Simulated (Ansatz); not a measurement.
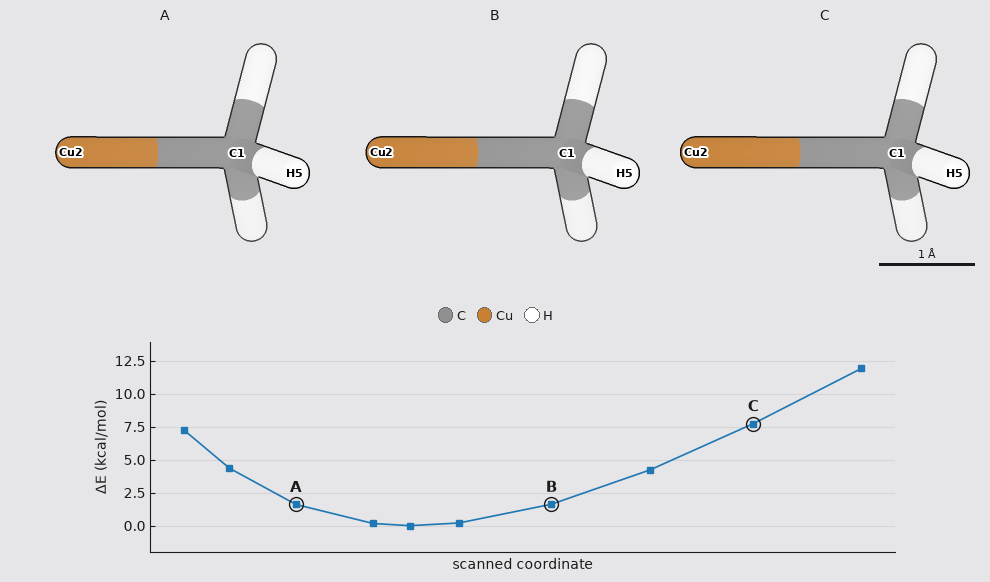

A scan of CH₃Cu along one coordinate. The picture is a stick view, seen at a tilt.

Level of theory: CCSD(T) (def2-TZVPP, Ansatz), on geometries moved rigidly from the minimum at PBE0-D4/def2-TZVP. Coupled cluster with a frozen core. Energies are counted from the PBE0-D4/def2-TZVP minimum geometry at the same level.

Question: What is being scanned?

Answer: The C–Cu bond length is varied, with the rest of the molecule carried along rigidly. In the frames the distance is 1.805 Å (A), 2.020 Å (B), 2.190 Å (C). The lowest computed point lies at the distance 1.901 Å (0.0 kcal/mol). The end points stand at 7.2 kcal/mol (1.711 Å) and 11.9 kcal/mol (2.281 Å). The curvature at the lowest point is about 13 eV/Å² (2 mdyn/Å). The well is steeper on the short side, as for any bond. At 2.281 Å the mean-field solution behind CCSD(T) isn't stable (a lower one of broken symmetry exists), so those energies are less reliable. The T1 diagnostic reaches 0.031, so the single-reference result is less sure there.
